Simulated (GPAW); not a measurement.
# C (Fd-3m): refractive index against wavelength

The refractive index of C (Fd-3m) below the direct gap (5.55 eV on the mesh) is read from one computed spectrum, n = √(Re ε).

Symmetry: Fd-3m, No. 227, cubic system. The conventional cell has a = 3.567 Å, b = 3.567 Å, c = 3.567 Å, α = 90.00°, β = 90.00°, γ = 90.00°. Around C on site a lie 4 C at 1.54 Å.

Method: GPAW 26.7.0, LDA, RPA, k-mesh 18×18×18, local fields up to 80 eV, Lorentzian half width 0.1 eV.

Launch of the response step: `OMP_NUM_THREADS=1 python df.py`. The run took 18 s, its band step included, on 1 thread of Arm Neoverse V2, with other jobs on the host.

| wavelength (nm) | photon energy E (eV) | n |
| --- | --- | --- |
| 850 | 1.459 | 2.4300 |
| 700 | 1.771 | 2.4398 |
| 633 | 1.959 | 2.4467 |
| 532 | 2.331 | 2.4628 |
| 450 | 2.755 | 2.4857 |
| 405 | 3.061 | 2.5056 |
| 365 | 3.397 | ? |

In the single-oscillator model n² − 1 = E₀E_d/(E₀² − E²), so 1/(n² − 1) = E₀/E_d − E²/(E₀E_d) is linear in E².

Working, on the rows shown:

| x = E² (eV²) | y = 1/(n² − 1) |
| --- | --- |
| 2.12762 | 0.203878 |
| 3.13716 | 0.201913 |
| 3.83641 | 0.200548 |
| 5.43137 | 0.197418 |
| 7.59115 | 0.193098 |
| 9.37179 | 0.189465 |

Means: x̄ = 5.2493, ȳ = 0.19772. Σ(x − x̄)(y − ȳ) = -0.07699, Σ(x − x̄)² = 38.71. Slope = -0.07699 / 38.71 = -0.001989; intercept = ȳ − slope · x̄ = 0.20816. Turned back into n, the line misses the rows shown by at most 0.00032.

Q: What does the fit predict for the withheld row, and how well does it do?

A: At x = 11.538 the line gives y = 0.18521, that is 2.5297. The run gave 2.5313, so the extrapolation is off by 0.0016, 1.6 % of the range in the table.

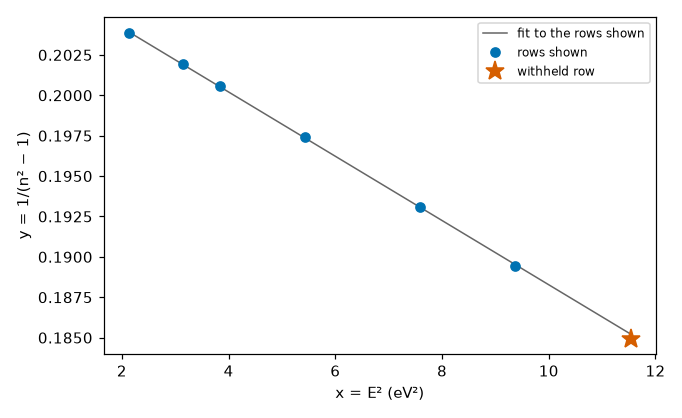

Refitted with all rows, the slope is -0.00201 and the intercept 0.20825. These give E₀ = √(intercept/−slope) = 10.18 eV and E_d = E₀/intercept = 48.9 eV; E₀ is 1.8 times the direct gap. The electronic limit at long wavelengths, without lattice vibrations, is n = √(1 + 1/intercept) = 2.409. Excitons are left out; LDA gaps are as a rule too small. The values come from a sum over the points of one k-mesh and carry its error, which grows as the direct gap shrinks. The local-field cutoff holds few shells of reciprocal vectors for this small cell, so ε∞ can read a few per cent high.
